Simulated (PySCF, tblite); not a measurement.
**C₆H₁₃AlOS: geometry, infrared bands and NMR shifts**

What infrared bands and NMR shifts should C₆H₁₃AlOS (`CC(=S)[C@H]1CC[O+]([AlH3-])C1`) show?

Programs: tblite 0.8.0 and PySCF 2.14.0, with density-fitted response routines of our own. Each step states its level of theory. These are calculated values for one molecule in the gas phase, unless marked as measured. Atoms are numbered from 0 throughout.

### 1 Starting geometry

22 atoms, charge 0, multiplicity 1; geometry from: force field or distance geometry start.

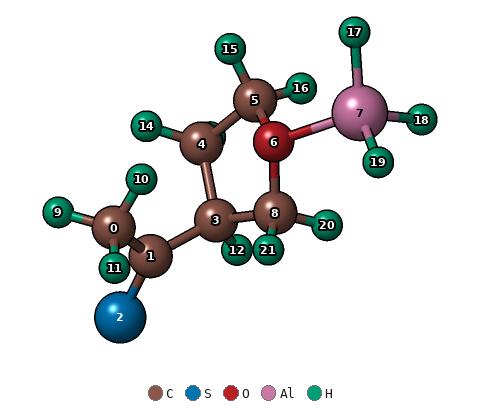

The starting geometry (carbon brown, sulfur blue, oxygen red, aluminium pink, hydrogen teal), atoms numbered.

### 2 Optimising the geometry with GFN2-xTB

Job settings and geometry (Å):

```
{"job": {"kind": "relax", "xc": "GFN2-xTB", "basis": "xTB"}, "charge": 0, "multiplicity": 1}
C      2.354400     1.093800    -0.398700
C      2.090500    -0.356400    -0.702700
S      3.153800    -1.137700    -1.303300
C      0.775800    -1.023500    -0.336000
C      0.508600    -0.998100     1.178800
C     -0.832700    -0.284200     1.284100
O     -0.984100     0.486400     0.106800
Al    -2.769700     0.923200    -0.210200
C     -0.422900    -0.304700    -0.923400
H      3.216200     1.204200     0.283200
H      1.466800     1.561500     0.095900
H      2.539000     1.644700    -1.340400
H      0.754800    -2.089800    -0.665700
H      0.450400    -2.024700     1.589600
H      1.287500    -0.424300     1.730800
H     -0.834400     0.382100     2.190700
H     -1.628000    -1.049800     1.406900
H     -3.340100     1.781000     1.001700
H     -3.637000    -0.416600    -0.350300
H     -2.873100     1.763700    -1.560100
H     -1.150400    -1.061300    -1.300200
H     -0.135600     0.350000    -1.778500
```

Run with:

```console
> OMP_NUM_THREADS=1 python probes_run.py task.json out
```

One launch serves the whole session: the jobs run in the order shown.

Output:

```text
step      E/eV     max force
  0    -757.09607   12.241
  1    -757.71886    6.067
  2    -758.14093    3.295
  3    -758.33677    2.268
  4    -758.41043    0.752
  5    -758.47803    0.386
  6    -758.51727    0.487
  7    -758.52903    0.353
  8    -758.54248    0.293
  9    -758.55199    0.312
 10    -758.56009    0.234
 11    -758.56568    0.179
 12    -758.57230    0.232
 13    -758.58040    0.350
 14    -758.58807    0.281
 15    -758.59344    0.145
 16    -758.59673    0.144
 17    -758.59911    0.191
 18    -758.60125    0.163
 19    -758.60311    0.095
 20    -758.60476    0.080
 21    -758.60624    0.101
 22    -758.60757    0.093
 23    -758.60868    0.071
 24    -758.60957    0.080
 25    -758.61033    0.075
 26    -758.61106    0.063
 27    -758.61183    0.066
 28    -758.61267    0.083
 29    -758.61354    0.076
 30    -758.61436    0.083
 31    -758.61509    0.062
 32    -758.61582    0.058
 33    -758.61670    0.088
 34    -758.61785    0.098
 35    -758.61928    0.102
 36    -758.62077    0.108
 37    -758.62218    0.108
 38    -758.62362    0.127
 39    -758.62534    0.142
 40    -758.62747    0.112
 41    -758.62971    0.101
 42    -758.63187    0.105
 43    -758.63431    0.129
 44    -758.63775    0.165
 45    -758.64280    0.197
 46    -758.64986    0.213
 47    -758.65911    0.220
 48    -758.66991    0.243
 49    -758.68071    0.214
 50    -758.68552    0.281
 51    -758.68849    0.333
 52    -758.70239    0.187
 53    -758.70998    0.186
 54    -758.72631    0.191
 55    -758.73953    0.282
 56    -758.75481    0.337
 57    -758.76543    0.228
 58    -758.77301    0.232
 59    -758.78123    0.161
 60    -758.79327    0.175
 61    -758.80066    0.150
 62    -758.80735    0.168
 63    -758.81212    0.161
 64    -758.81714    0.130
 65    -758.82094    0.120
 66    -758.82355    0.109
 67    -758.82541    0.116
 68    -758.82687    0.086
 69    -758.82825    0.066
 70    -758.82955    0.064
 71    -758.83068    0.068
 72    -758.83177    0.077
 73    -758.83307    0.077
 74    -758.83472    0.099
 75    -758.83655    0.106
 76    -758.83799    0.074
 77    -758.83899    0.076
 78    -758.83975    0.062
 79    -758.84036    0.062
 80    -758.84094    0.059
 81    -758.84156    0.054
 82    -758.84214    0.048
 83    -758.84253    0.040
 84    -758.84276    0.035
 85    -758.84297    0.031
 86    -758.84327    0.036
 87    -758.84366    0.037
 88    -758.84408    0.042
 89    -758.84447    0.048
 90    -758.84489    0.050
 91    -758.84544    0.050
 92    -758.84607    0.041
 93    -758.84663    0.049
 94    -758.84708    0.051
 95    -758.84758    0.048
 96    -758.84828    0.061
 97    -758.84921    0.066
 98    -758.85018    0.058
 99    -758.85102    0.055
100    -758.85178    0.057
101    -758.85257    0.055
102    -758.85343    0.063
103    -758.85438    0.071
104    -758.85555    0.076
105    -758.85713    0.103
106    -758.85968    0.127
107    -758.86299    0.151
108    -758.86669    0.161
109    -758.86986    0.175
110    -758.87476    0.138
111    -758.87956    0.134
112    -758.88713    0.126
113    -758.89003    0.130
114    -758.89299    0.110
115    -758.89489    0.090
116    -758.89588    0.080
117    -758.89723    0.069
118    -758.89827    0.070
119    -758.89930    0.070
120    -758.89997    0.063
121    -758.90052    0.052
122    -758.90122    0.055
123    -758.90172    0.049
124    -758.90211    0.036
125    -758.90232    0.027
126    -758.90250    0.022
127    -758.90267    0.030
128    -758.90283    0.024
129    -758.90295    0.022
130    -758.90305    0.021
131    -758.90316    0.021
132    -758.90328    0.022
133    -758.90338    0.016
134    -758.90347    0.022
135    -758.90356    0.022
136    -758.90367    0.024
137    -758.90381    0.026
138    -758.90396    0.024
139    -758.90408    0.020
140    -758.90417    0.021
141    -758.90425    0.020
142    -758.90433    0.018
143    -758.90441    0.020
144    -758.90448    0.017
145    -758.90455    0.017
146    -758.90462    0.020
147    -758.90469    0.020
148    -758.90477    0.018
149    -758.90486    0.023
150    -758.90497    0.028
151    -758.90512    0.028
152    -758.90529    0.029
153    -758.90549    0.025
154    -758.90572    0.032
155    -758.90597    0.042
156    -758.90622    0.038
157    -758.90642    0.029
158    -758.90655    0.021
159    -758.90662    0.017
160    -758.90667    0.013
161    -758.90671    0.010
162    -758.90673    0.009
```

Run time: 2.8 s. Hardware: 1 thread of Arm Neoverse N1, shared host.

Step by step: (not every step is listed)

```tsv
step	energy from step 0 (eV)	largest force (eV/Å)
0	0.0000	12.2408
1	-0.6228	6.0674
2	-1.0449	3.2946
3	-1.2407	2.2684
4	-1.3144	0.7523
5	-1.3820	0.3860
6	-1.4212	0.4865
7	-1.4330	0.3528
8	-1.4464	0.2931
22	-1.5115	0.0927
36	-1.5247	0.1079
50	-1.5894	0.2809
64	-1.7211	0.1302
78	-1.7437	0.0619
92	-1.7500	0.0407
106	-1.7636	0.1270
120	-1.8039	0.0631
134	-1.8074	0.0216
148	-1.8087	0.0177
157	-1.8103	0.0291
158	-1.8105	0.0206
159	-1.8105	0.0174
160	-1.8106	0.0126
161	-1.8106	0.0105
162	-1.8107	0.0090
```

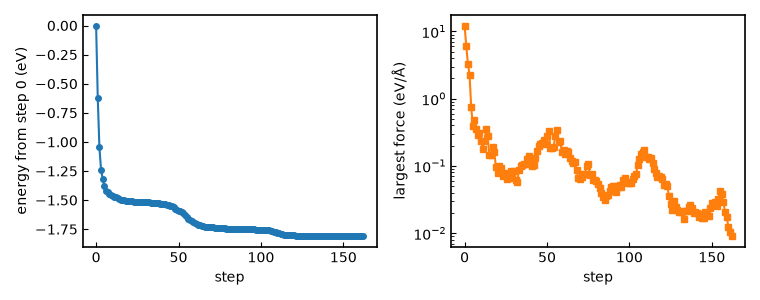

Energy and largest force along the relaxation.

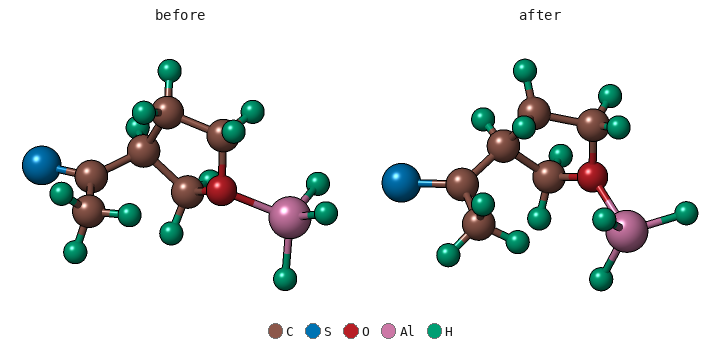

Before and after, at one scale.

Distances of close pairs at the start and the end, largest changes first:

```tsv
bond	before (Å)	after (Å)	change (Å)
C1–S2	1.450	1.625	+0.176
C5–H15	1.125	1.091	-0.034
Al7–H18	1.602	1.570	-0.032
C3–C8	1.516	1.547	+0.031
C4–H14	1.114	1.088	-0.026
C8–H21	1.115	1.090	-0.024
C3–H12	1.116	1.092	-0.024
C0–H10	1.119	1.095	-0.024
```

The next job starts from the end point, and lists it.

### 3 Vibrational analysis with GFN2-xTB

Job settings and geometry (Å):

```
{"job": {"kind": "ir", "xc": "GFN2-xTB", "basis": "xTB"}, "charge": 0, "multiplicity": 1}
C      1.651084     1.315308    -0.489607
C      1.898723    -0.134478    -0.675458
S      3.243330    -0.685875    -1.403422
C      0.858211    -1.120081    -0.218310
C      0.420335    -0.957177     1.255872
C     -1.099419    -0.803787     1.170021
O     -1.315409    -0.229456    -0.102572
Al    -2.040532     1.495436    -0.110111
C     -0.465926    -0.918472    -0.991904
H      1.803667     1.596779     0.554009
H      0.620602     1.586588    -0.740229
H      2.344863     1.894081    -1.094308
H      1.245929    -2.124820    -0.400763
H      0.711437    -1.814040     1.859225
H      0.858005    -0.061606     1.692398
H     -1.517985    -0.123247     1.912917
H     -1.606631    -1.773843     1.228800
H     -1.149028     2.178954     1.007854
H     -3.503258     1.108597     0.310825
H     -1.696302     1.797744    -1.621088
H     -0.909283    -1.888326    -1.248114
H     -0.362824    -0.318896    -1.896884
```

Output:

```text
mode    cm-1     km/mol
  1      15.9      4.26
  2      39.8      6.90
  3      82.2      3.02
  4     135.0      1.32
  5     158.4      0.64
  6     203.1      2.82
  7     232.9      0.45
  8     257.4      2.45
  9     297.9      0.75
 10     314.6      0.72
 11     351.7      7.88
 12     416.8      0.30
 13     479.8     20.89
 14     510.6      1.00
 15     517.3     24.17
 16     629.4      1.93
 17     711.0      4.03
 18     746.3     16.57
 19     771.3    298.82
 20     786.7    623.97
 21     800.5    481.96
 22     868.2      2.69
 23     935.3      1.88
 24     961.7     16.07
 25     965.1     25.10
 26     970.9      4.90
 27     998.8      3.37
 28    1011.7      2.93
 29    1053.1     15.65
 30    1087.2     11.52
 31    1100.9     45.52
 32    1138.5      7.63
 33    1176.8      7.73
 34    1198.4     65.37
 35    1220.1      6.87
 36    1236.6     48.57
 37    1250.4      4.96
 38    1278.2      9.50
 39    1296.5      2.52
 40    1309.6      7.48
 41    1338.2     54.04
 42    1376.4     37.34
 43    1433.8      9.40
 44    1442.1      5.29
 45    1452.1      2.75
 46    1466.5     10.51
 47    1474.3      8.80
 48    1601.6    344.56
 49    1631.5    260.81
 50    1676.3    301.85
 51    2918.7     20.53
 52    2924.5     35.27
 53    2941.6      0.27
 54    2976.0     14.32
 55    2982.9      1.52
 56    2985.3      8.25
 57    2998.7      4.35
 58    3026.0     13.72
 59    3033.8     10.40
 60    3052.5      8.99
```

It took 1.9 s on 1 thread of Arm Neoverse N1, shared host.

Which atoms move in the most intense modes:

```tsv
cm⁻¹	km/mol	atoms
771	298.8	H19 56 %, H17 21 %, H18 17 %
787	624.0	H18 36 %, H19 30 %, H17 24 %
800	482.0	H17 57 %, H18 30 %
1198	65.4	C1 43 %, H12 27 %
1338	54.0	H12 45 %, C1 22 %, C3 16 %
1602	344.6	H17 92 %
1632	260.8	H19 95 %
1676	301.9	H18 96 %
```

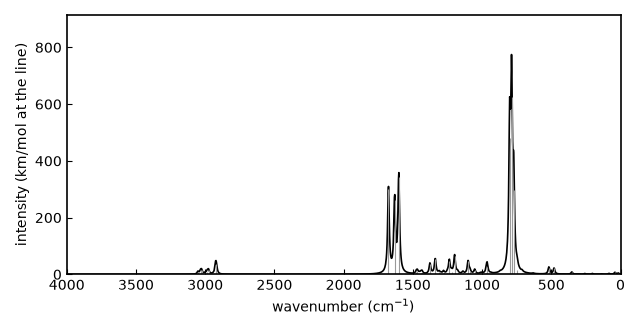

The infrared spectrum from these modes, unscaled. Lines are broadened to a width of 14 cm⁻¹ (Lorentzian).

### 4 NMR shieldings: PBE0/pcSseg-1

Same as in step 3 but for these lines:

```diff
@@ -1,2 +1,2 @@
-{"job": {"kind": "ir", "xc": "GFN2-xTB", "basis": "xTB"}, "charge": 0, "multiplicity": 1}
+{"job": {"kind": "nmr", "xc": "PBE0", "basis": "pcSseg-1"}, "charge": 0, "multiplicity": 1}
 C      1.651084     1.315308    -0.489607
```

With the program's defaults for keys left out, this is: GIAO PBE0/pcSseg-1 NMR shielding, non-relativistic, gas phase.

Output:

```text
coarse grid: 18912 points
cycle   1  E = -951.4477281391  dE =  1.140e+00  |g| = 5.171e-01  |ddm| = 4.236e+00
cycle   2  E = -951.3912609706  dE =  5.647e-02  |g| = 7.409e-01  |ddm| = 1.160e+00
cycle   3  E = -951.5055451275  dE = -1.143e-01  |g| = 1.679e-01  |ddm| = 8.036e-01
cycle   4  E = -951.5119437387  dE = -6.399e-03  |g| = 6.928e-02  |ddm| = 2.451e-01
cycle   5  E = -951.5130985658  dE = -1.155e-03  |g| = 1.724e-02  |ddm| = 8.673e-02
cycle   6  E = -951.5131563693  dE = -5.780e-05  |g| = 4.519e-03  |ddm| = 1.873e-02
cycle   7  E = -951.5131605139  dE = -4.145e-06  |g| = 9.076e-04  |ddm| = 4.488e-03
final grid: 171928 points
cycle   8  E = -951.5798735986  dE = -5.725e-05  |g| = 1.354e-02  |ddm| = 4.776e-02
cycle   9  E = -951.5797886833  dE =  8.492e-05  |g| = 2.300e-02  |ddm| = 3.131e-02
cycle  10  E = -951.5799107537  dE = -1.221e-04  |g| = 3.464e-03  |ddm| = 2.452e-02
cycle  11  E = -951.5799138177  dE = -3.064e-06  |g| = 5.175e-04  |ddm| = 3.879e-03
cycle  12  E = -951.5799138632  dE = -4.549e-08  |g| = 1.892e-04  |ddm| = 5.144e-04
cycle  13  E = -951.5799138702  dE = -7.075e-09  |g| = 5.024e-05  |ddm| = 2.086e-04
cycle  14  E = -951.5799138708  dE = -6.030e-10  |g| = 9.525e-06  |ddm| = 7.324e-05
converged SCF energy = -951.5799138708

GIAO shielding tensors (ppm)
atom      isotropic    diamagn.    paramagn.     s11        s22        s33       span
  0 C      146.346     249.111    -102.765    127.454    135.924    175.660     48.206
  1 C      -91.291     258.069    -349.360   -265.573   -149.031    140.729    406.301
  2 S     -558.320    1056.078   -1614.399  -1762.507   -397.196    484.741   2247.248
  3 C      120.595     252.897    -132.301    105.795    110.154    145.838     40.043
  4 C      153.320     250.573     -97.253    124.578    161.421    173.961     49.383
  5 C      111.862     247.272    -135.410     68.712     99.472    167.403     98.690
  6 O      279.368     402.840    -123.472    201.141    300.931    336.034    134.894
  7 Al     407.183     795.299    -388.116    388.254    401.403    431.893     43.639
  8 C      108.013     247.283    -139.270     65.018     97.457    161.565     96.547
  9 H       28.620      29.718      -1.099     24.754     28.769     32.336      7.582
 10 H       27.854      31.301      -3.447     22.566     29.229     31.765      9.199
 11 H       28.312      29.311      -0.998     24.364     28.134     32.438      8.074
 12 H       27.501      33.917      -6.416     23.554     26.002     32.948      9.395
 13 H       29.450      30.539      -1.089     24.651     27.066     36.634     11.983
 14 H       29.138      32.058      -2.919     25.841     27.314     34.260      8.420
 15 H       26.728      29.949      -3.221     22.412     25.916     31.856      9.444
 16 H       27.850      29.743      -1.893     22.607     26.336     34.607     12.000
 17 H       27.292      30.507      -3.214     24.192     26.869     30.816      6.624
 18 H       27.300      29.413      -2.113     23.613     25.833     32.454      8.841
 19 H       27.448      29.810      -2.362     24.221     26.486     31.637      7.416
 20 H       27.662      30.520      -2.858     21.891     27.086     34.010     12.120
 21 H       27.170      31.015      -3.845     24.139     26.254     31.116      6.977
```

Run time: 2.1 min. Hardware: 1 thread of Arm Neoverse N1, shared host; peak memory 1 GiB.

Shifts follow as δ = σ(reference) − σ, with reference shieldings (ppm) from runs at the same level and on the same kind of geometry: 1H TMS 31.72, 13C TMS 186.9, 17O H2O 336.1, 33S CS2 504, 27Al AlH4- 490.0. The references are single molecules in the gas phase, so shifts against H2O, NH3, PH3, H3PO4 or CFCl3 are not on the usual liquid scales and can be off by tens of ppm. Shifts against hydride references such as AlH4− lie on their own scale. Atoms listed in one row are averaged.

```tsv
atoms	environment	σ (ppm)	δ (ppm)
C1	thiocarbonyl carbon	-91.3	278.2
C8	sp3 CH2 bonded to O	108.0	78.9
C5	sp3 CH2 bonded to O	111.9	75.1
C3	sp3 CH in a ring	120.6	66.3
C0	methyl carbon	146.3	40.6
C4	sp3 CH2 in a ring	153.3	33.6
H15	hydrogen on an sp3 CH2 bonded to O	26.73	4.99
H21	hydrogen on an sp3 CH2 bonded to O	27.17	4.55
H17, H18, H19	hydrogen on an aluminium bonded to O	27.35	4.37
H12	hydrogen on an sp3 CH in a ring	27.50	4.22
H20	hydrogen on an sp3 CH2 bonded to O	27.66	4.05
H16	hydrogen on an sp3 CH2 bonded to O	27.85	3.87
H9, H10, H11	hydrogen on a methyl carbon	28.26	3.46
H14	hydrogen on an sp3 CH2 in a ring	29.14	2.58
H13	hydrogen on an sp3 CH2 in a ring	29.45	2.27
S2	thione sulfur	-558	1062
O6	donor oxygen of a Lewis adduct	279.4	56.7
Al7	aluminium bonded to O, 3 H	407.2	82.8
```

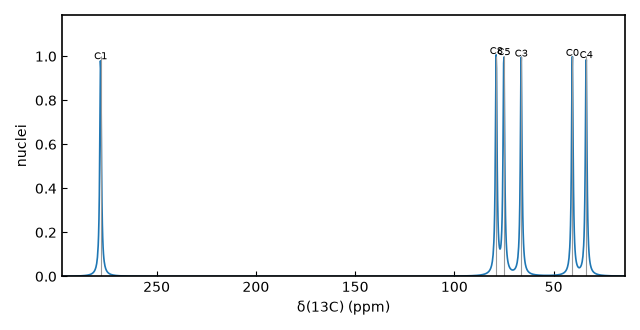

13C lines at the computed shifts, without couplings. Lines are broadened to a width of 0.98 ppm (Lorentzian).

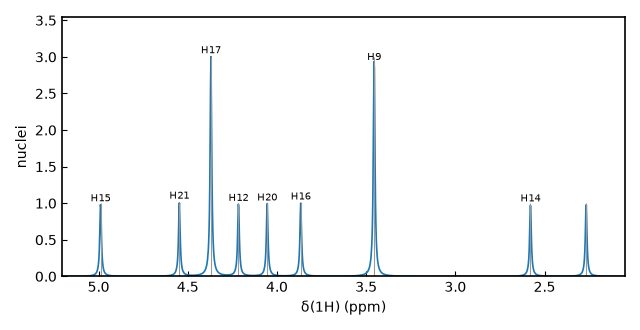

1H lines at the computed shifts, without couplings. Lines are broadened to a width of 0.01 ppm (Lorentzian).

The run also stored atomic charges by several schemes (e):

```tsv
atoms	Mulliken	IAO	Hirshfeld	ESP fit
C0	-0.15	-0.43	-0.12	-0.10
C1	-0.36	-0.02	0.06	-0.12
S2	-0.04	-0.08	-0.12	-0.19
C3	-0.28	-0.14	-0.03	0.41
C4	-0.15	-0.28	-0.06	-0.22
C5	0.06	-0.06	0.03	0.10
O6	-0.63	-0.32	-0.04	-0.22
Al7	0.72	0.47	0.30	0.75
C8	0.17	-0.06	0.03	-0.24
```

Hirshfeld charges:

C0 -0.12; C1 0.06; S2 -0.12; C3 -0.03; C4 -0.06; C5 0.03; O6 -0.04; Al7 0.30; C8 0.03; H9 0.06; H10 0.04; H11 0.05; H12 0.04; H13 0.06; H14 0.05; H15 0.06; H16 0.06; H17 -0.20; H18 -0.20; H19 -0.20; H20 0.06; H21 0.06

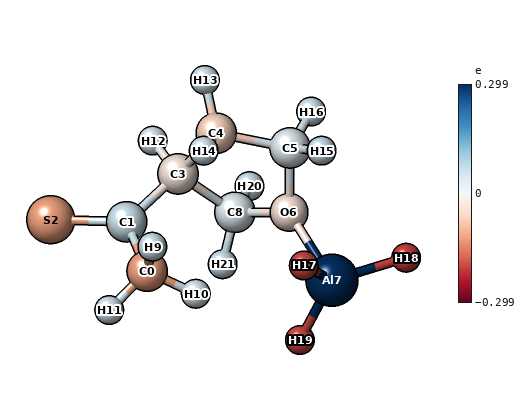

Hirshfeld charges, as colours on the atoms.

Mayer bond orders: C0–C1 1.02, C1–S2 1.92, C1–C3 0.96, C3–C4 0.98, C4–C5 1.04, C5–O6 0.81, O6–Al7 0.29, O6–C8 0.82, C8–C3 0.98.

Ring of atoms C3, C4, C5, O6, C8: NICS(0) -7.3, NICS(1) -3.3, NICS(1)zz -7.3 ppm (means of both faces).

Orbitals, density, ELF and potential are computed afterwards from the orbital file.

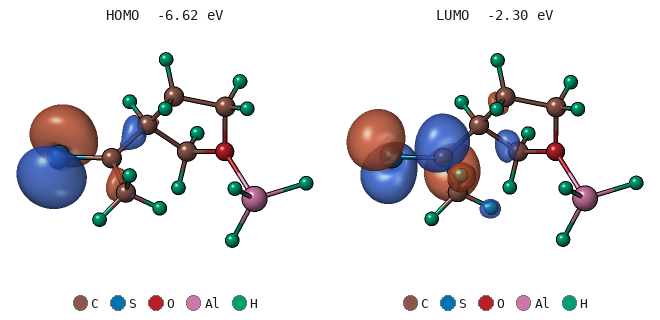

Frontier orbitals at PBE0/pcSseg-1; each surface holds 70 % of the orbital's density, blue and red mark the sign.

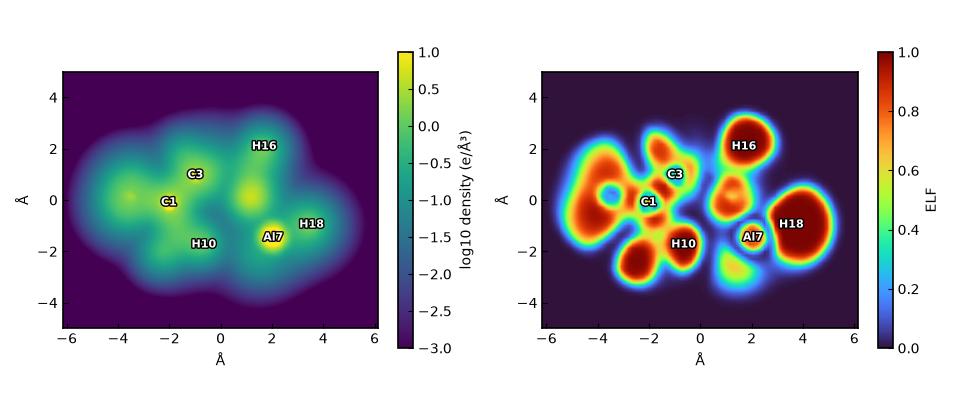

Density (left) and ELF (right) in a plane through or near 6 of the atoms.

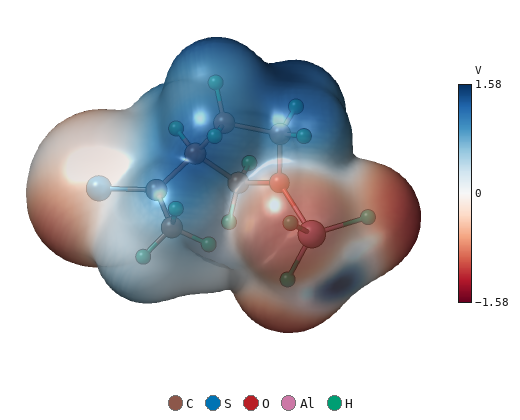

Electrostatic potential on the surface of density 0.002 e/bohr³; red is low, blue high. It runs from -1.11 to 1.58 V.

### 5 What came out

| quantity | value |
| --- | --- |
| strongest single infrared mode (GFN2-xTB) | 787 cm⁻¹, 624 km/mol |
| zero-point energy (GFN2-xTB) | 106.1 kcal/mol |
| 13C shifts against TMS (PBE0/pcSseg-1) | 278.2, 78.9, 75.1, 66.3, 40.6, 33.6 ppm |
| 1H shifts against TMS (PBE0/pcSseg-1, means over atoms taken as alike) | 4.99, 4.55, 4.37, 4.22, 4.05, 3.87, 3.46, 2.58, 2.27 ppm |
| 33S shifts against CS2 (PBE0/pcSseg-1) | 1062 ppm |
| 17O shifts against H2O (PBE0/pcSseg-1) | 56.7 ppm |
| 27Al shifts against AlH4- (PBE0/pcSseg-1) | 82.8 ppm |
| surface potential, least and greatest | -1.11 V and 1.58 V |

Relaxing lowered the energy by 1.811 eV in 162 steps; the close pair that moved most is C1–S2, from 1.450 to 1.625 Å. All 60 modes are real, so the xTB geometry is a minimum. The strongest single mode, at 787 cm⁻¹, is spread over several atoms, H18, H19, H17 among them. Unscaled tight-binding wavenumbers are off by several per cent, some by more. Its intensities can rank the bands wrongly. The most deshielded carbon is C1 (thiocarbonyl carbon), at 278.2 ppm: the small n→π* gap of C=S deshields it strongly. At PBE0/pcSseg-1: Shielding is most anisotropic at S2 (span 2247 ppm, paramagnetic term -1614 ppm). By nearest atom (PBE0/pcSseg-1), the HOMO sits on S2 81 % and the LUMO on C1 41 %; S2 41 %.
